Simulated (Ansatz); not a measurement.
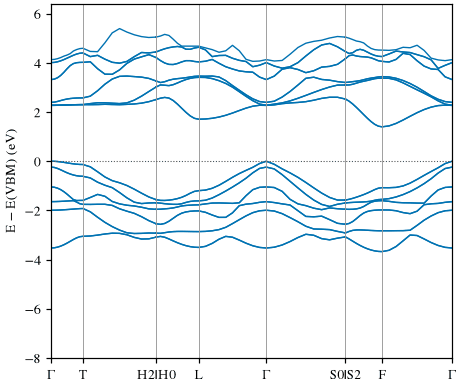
Band structure from r²SCAN with spin–orbit coupling (plane waves, PAW; program Ansatz)

### Question
Read off the gap and where the band edges lie.

### Answer
About 1.4 eV (1.40 eV by a search for the band edges); maximum at Γ, minimum at F.

The material is KYTe₂ in space group R-3m (No. 166; K on 3b, Y on 3a, Te on 6c).

The first step of the workflow began from a Materials Project structure, measured or hypothetical; the Crystallography Open Database copy checked does not list it. Whether it is the stable phase at ambient conditions was not checked. The r²SCAN relaxation kept the symmetry of its start; whether a distortion lowers the energy is not shown. No spin polarisation was allowed.

Potentials: the later of the program's two PAW sets.
